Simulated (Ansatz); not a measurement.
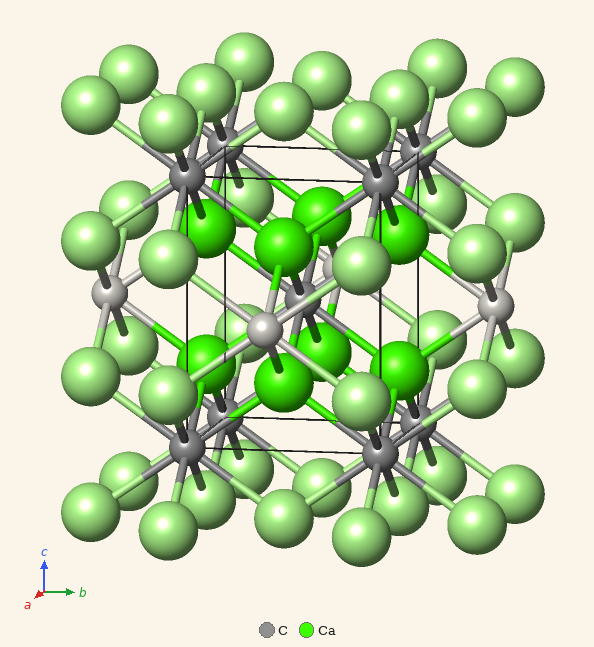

This ball-and-stick model is shown slightly off an axis. Lines trace the edges of the conventional unit cell. Atoms just outside the outline that bond to atoms inside are added, in fainter colours.

Ca$_{2}$C, space group Immm (No. 71), a = 4.369 Å, b = 4.480 Å, c = 6.257 Å, α = 90.00°, β = 90.00°, γ = 90.00°. The model was built from a structure type filled with these elements by a generator (whether the compound takes this form wasn't checked). The cell was then strained or its atoms displaced on purpose. A calculation with Ansatz used it as input.

This one geometry was computed with Ansatz (DFT, plane waves, PAW) at three levels of theory: r2SCAN, PBE and HSE06. It was relaxed with r2SCAN and then strained.

### How does the band gap change with the level of theory?

PBE: a gap of 0.17 eV, direct; r2SCAN: a gap of 0.38 eV, direct; HSE06: a gap of 0.79 eV, direct.

### Collect the results in a table.

| level | cutoff (eV) | k-mesh of the run's cell | gap (eV) | pressure (GPa) |
| --- | --- | --- | --- | --- |
| r2SCAN | 500 | 8×8×8 | 0.38 | 0.0 |
| PBE | 420 | 8×8×8 | 0.17 | 0.8 |
| HSE06 | 420 | 6×6×6 | 0.79 | 0.4 |

Gaps are taken on the k-mesh or band path of each run.
